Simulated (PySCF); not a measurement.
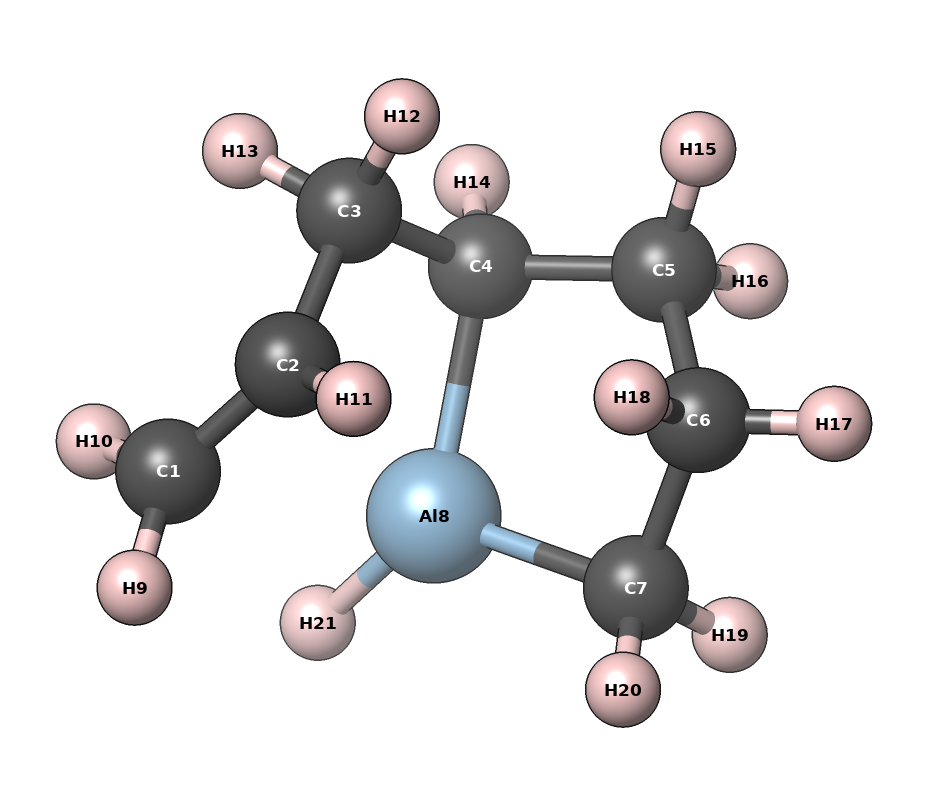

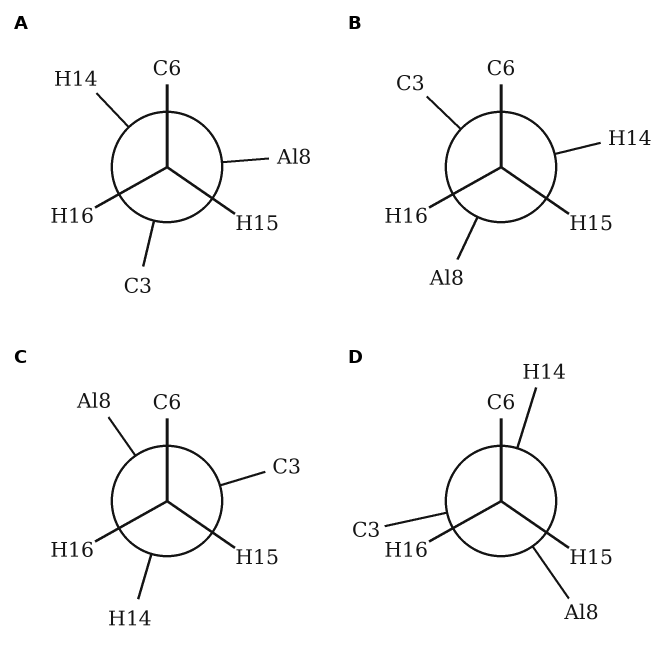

Atoms fade into the background with distance from the viewer. Bonds that would overlap in a projection are set slightly apart. The computed structure is the end point of a PBE0-D3(BJ)/def2-SVP optimisation. No frequency run is at hand to confirm it as a minimum.

Question: Which Newman projection shows the view along C5–C4, with C5 in front?

Answer: C. The torsion angle C6–C5–C4–Al8 is −35°, synclinal (gauche).
